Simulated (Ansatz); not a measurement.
# ClFH₅NSi₂ (SMILES N[Si](F)([SiH3])Cl): what the fields show

```xyz
10

N    -0.9297    1.4675   -0.4324
Si    0.1748    0.2235   -0.7563
F    -0.2994   -0.4495   -2.1224
Si    0.2806   -1.3094    1.0009
Cl    2.0963    0.8712   -1.1460
H    -1.2270    2.0944   -1.1646
H    -0.9367    1.9201    0.4673
H     0.5631   -0.5595    2.2549
H     1.3739   -2.2830    0.7550
H    -1.0127   -2.0267    1.1465
```

Geometry: PBE0-D4/def2-TZVP.

Method: RKS PBE0-D4/def2-TZVPP in Ansatz.

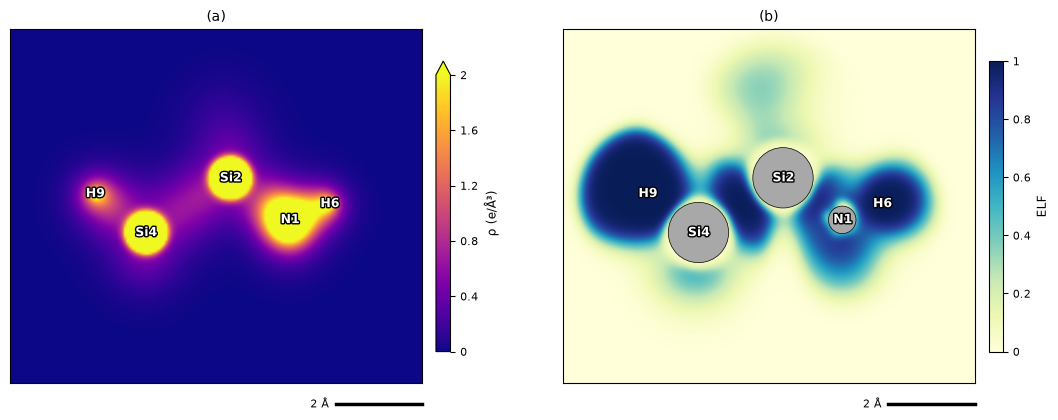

Figure 1. (a) electron density; (b) electron localisation function on the plane of atoms Si2, Si4 and H9. Grey discs cover the atomic cores in the ELF map.

### Interpret the plot.

The section cuts through N, Si and H sites. Si–N (1.69 Å): ρ is about 1.2 e/Å³ halfway; the ELF peaks at about 0.90 between the atoms, as expected for a shared but strongly polarised pair. Si–Si (2.33 Å): ρ at the midpoint is about 0.67 e/Å³; the ELF peaks at about 1 between the atoms: a covalent bond. N–H (1.01 Å): ρ at the midpoint is about 2.9 e/Å³; the ELF climbs to about 1 towards the hydrogen, as it does in any bond to H: a covalent bond by its length. Si–H (1.48 Å): ρ at the midpoint is about 0.8 e/Å³; the ELF climbs to about 1 towards the hydrogen.

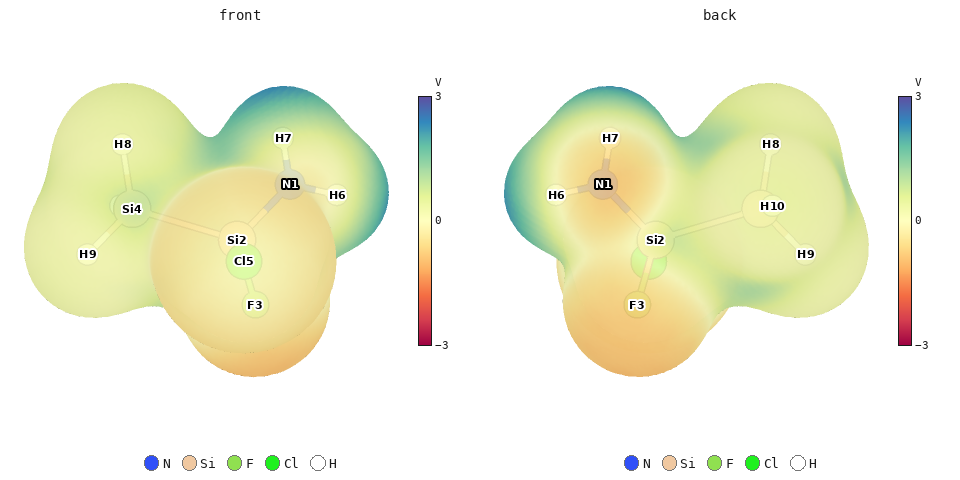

Figure 2. The molecular electrostatic potential painted on the density surface at 0.002 e/bohr³, seen from the front and from behind; red is negative and blue positive.

### Which sites attract a positive test charge, and which a negative one?

A positive charge is drawn to the negative regions and a negative charge to the positive ones. The most negative region (about −0.9 V, or −21 kcal/mol for a unit charge) lies over F3, the most positive (about +2.2 V, or +51 kcal/mol for a unit charge) over H6 and H7.

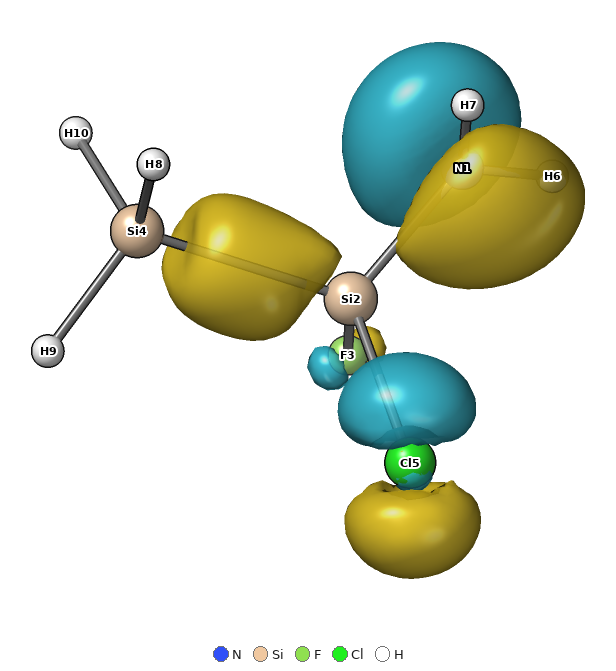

Figure 3. One frontier orbital at ±0.15 Å⁻³ᐟ² (yellow and cyan are the two phases), seen at a tilt.

### Which orbital is it: HOMO or LUMO?

The HOMO, at −8.11 eV. Its weight (Hirshfeld) is mainly on N1 (about 50 %), Cl5 (about 15 %), Si2 (about 15 %) and Si4 (about 10 %).
